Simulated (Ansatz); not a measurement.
# Calculations on CH₆BFO

Part 1: Relaxation

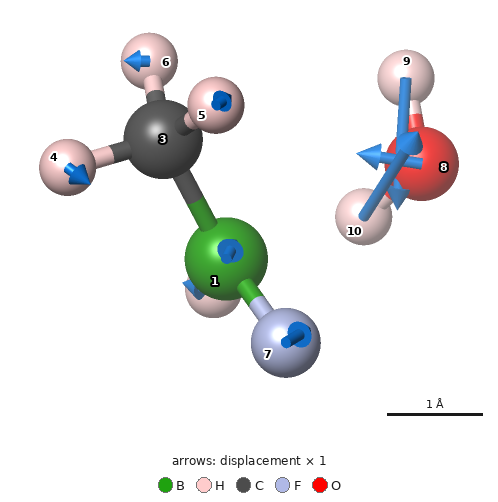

A relaxation of CH₆BFO. The starting structure is drawn; blue arrows show the displacements, at their true length. The two geometries are superimposed by the best rigid fit.

Style: ball-and-stick. Shown from a free direction.

The run prepares an end point of a later path (reaction) calculation, from a guessed geometry.

The calculation used Ansatz 0.2.0, RKS PBE0/def2-SVPD. Set-up: no spin polarisation; force threshold 0.03 eV/Å; at most 50 steps.

**Atoms of which element are displaced furthest, and by how much?**

Hydrogen: up to 1.67 Å, against 0.71 Å for oxygen.

**What did the optimiser do to the structure, and how much energy did it gain?**

The largest move after the best rigid fit is that of an H atom, 1.67 Å. By element the largest moves are H 1.67 Å, O 0.71 Å, F 0.55 Å, B 0.43 Å, C 0.09 Å. Among the contacts that change: B–O 2.606 → 1.753 Å, B–F 1.333 → 1.392 Å, B–C 1.557 → 1.583 Å, B–H 1.201 → 1.220 Å. Among the angles between lasting bonds that change: C–B–F 119.9° → 115.5°, H–B–C 124.0° → 120.0°. Over 31 accepted moves (38 points after the start) the energy falls by 0.276 eV. The largest force component goes from 0.87 to 0.01 eV/Å. The line search rejected the trial steps at points 12, 15, 20, 24, 27, 32, 34 of the run. The forces were under the threshold at step 31, but the run went on from there. Cost: 58 s on 4 threads of Intel(R) Xeon(R) Platinum 8488C (Sapphire Rapids), with other jobs on the host, peak memory 0.31 GiB.

Part 2: Relaxation

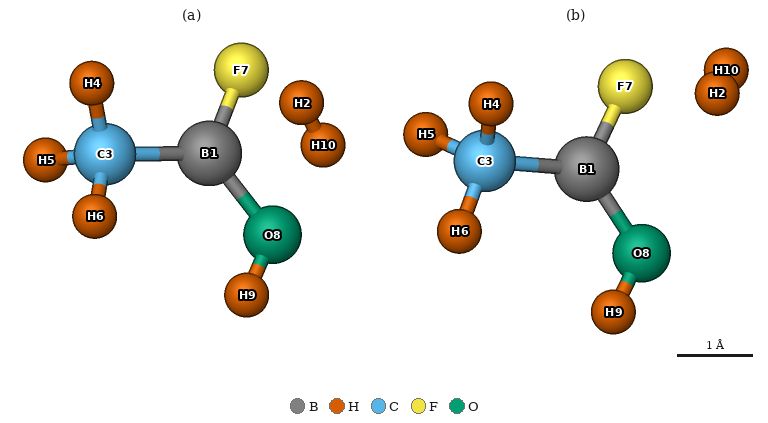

The structure of CH6BFO before (left) and after (right) a relaxation, at one scale.

Style: ball-and-stick. Shown at a tilt.

The run prepares an end point of a later path (reaction) calculation, from a guessed geometry.

Method: RKS PBE0/def2-SVPD in Ansatz 0.2.0. (no spin polarisation; force threshold 0.03 eV/Å; at most 50 steps)

### What changed between the two?

Over 31 accepted moves (35 points after the start) the energy falls by 18.5 kJ/mol. Largest force component: 1.8 eV/Å at the start, 0.018 eV/Å at the end. The line search rejected the trial steps at points 10, 12, 14, 20 of the run. The forces were under the threshold at step 11, but the run went on from there. The largest move after the best rigid fit is that of H10, 1.05 Å. Largest moves by element: H 1.05 Å, O 0.36 Å, B 0.27 Å, F 0.24 Å, C 0.13 Å. Some distances before and after: H2–H10 0.717 → 0.761 Å, B1–O8 1.382 → 1.353 Å. The run took 53 s on 4 threads of Intel(R) Xeon(R) Platinum 8488C (Sapphire Rapids) (shared host), peak memory 0.31 GiB.

Limits of the set-up: the start holds two separate molecules, 2.2 Å apart at their closest, whose relative position is a soft coordinate and is computed without a dispersion correction.

Part 3: Path

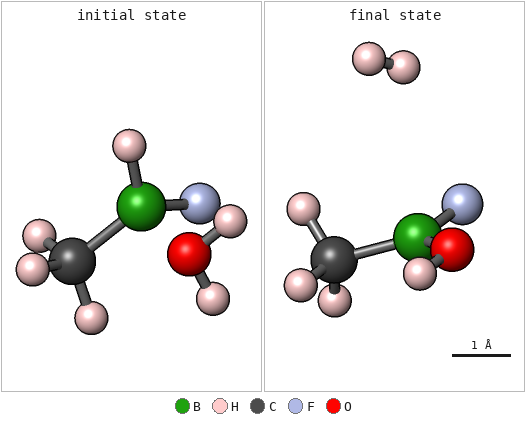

The two relaxed end points of a path for CH6BFO. The picture is a ball-and-stick view, seen at a tilt.

Method: RKS PBE0/def2-SVPD (Ansatz 0.2.0).

Run with 9 movable images; climbing image; force threshold 0.05 eV/Å; iteration limit 60.

Start:
```xyz
10

B     0.3004   -0.0896    0.3446
H     0.5673   -0.7590    1.3284
C     1.3327    0.0060   -0.8515
H     1.3584   -0.9603   -1.3794
H     1.0479    0.7652   -1.5999
H     2.3573    0.2181   -0.5127
F    -1.0409   -0.1431   -0.0245
O     0.3397    1.5042    1.0726
H    -0.2361    1.4779    1.8470
H    -0.0721    2.1112    0.4426
```

End:
```xyz
10

B     0.1299    1.0087   -0.1669
H     0.0182   -1.4306    2.0845
C     1.3497    0.3592   -0.9054
H     1.3376   -0.7313   -0.7544
H     1.2536    0.5178   -1.9910
H     2.3301    0.7411   -0.5892
F    -1.1058    0.5780   -0.4567
O     0.1842    1.9947    0.7573
H     1.0723    2.2955    0.9588
H    -0.6151   -1.2025    1.7304
```

> What barrier does the band find between them, and by what path?

Forward barrier 22.0 kcal/mol, backward barrier 42.6 kcal/mol, with image 6 at the top; the reaction energy is −20.6 kcal/mol. Breaking: B1–H2 (1.22 → 1.38 at the top → 3.32 Å), O8–H10 (0.97 → 1.23 at the top → 3.44 Å). Forming: B1–O8 (1.75 → 1.57 at the top → 1.35 Å), H2–H10 (3.07 → 1.05 at the top → 0.76 Å). The band converged in 24 iterations, with a climbing image at the top. At the top, the vibrational analysis gives one imaginary mode (1361i cm⁻¹), as a transition state must have.

Energies of the converged images:

```
image  path (Å)  E (kcal/mol)
    0      0.00           0.0
    1      0.71           0.2
    2      1.43           0.6
    3      2.14           1.2
    4      2.86           1.7
    5      3.57           3.9
    6      4.29          22.0
    7      5.12         -12.3
    8      5.96         -19.9
    9      6.80         -20.5
   10      7.63         -20.6
```

The geometry at the top of the path:

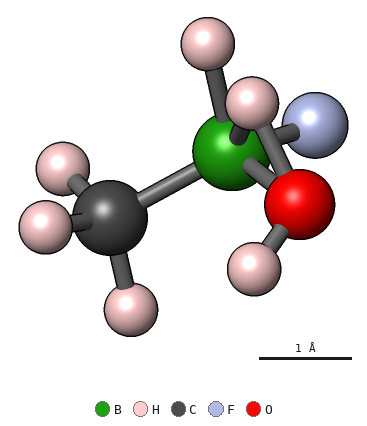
